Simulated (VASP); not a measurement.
Band structure of AgCl (space group Cmcm). Level of theory: PBEsol GGA, VASP's PBE PAW potentials (set 64) (plane waves; VASP 6.6.1).

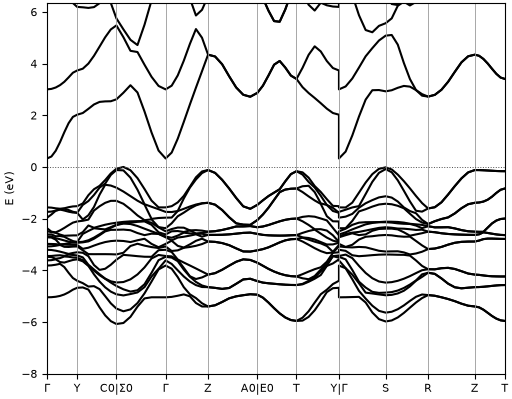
Fig. 1. Bands along high-symmetry lines, zero at the valence-band maximum or, without a gap, the Fermi level

Read the plot: is there a gap, and where are the band edges?

The gap is indirect, 0.33 eV, from the valence maximum at Σ0-Γ at 0.14 to the conduction minimum at Γ. (Edges off the drawn lines would not show.)

The structure comes from a computed database's AgCl entry (Cmcm); how it stands against other phases isn't given here. It was relaxed first, which changed the volume by -6 %.
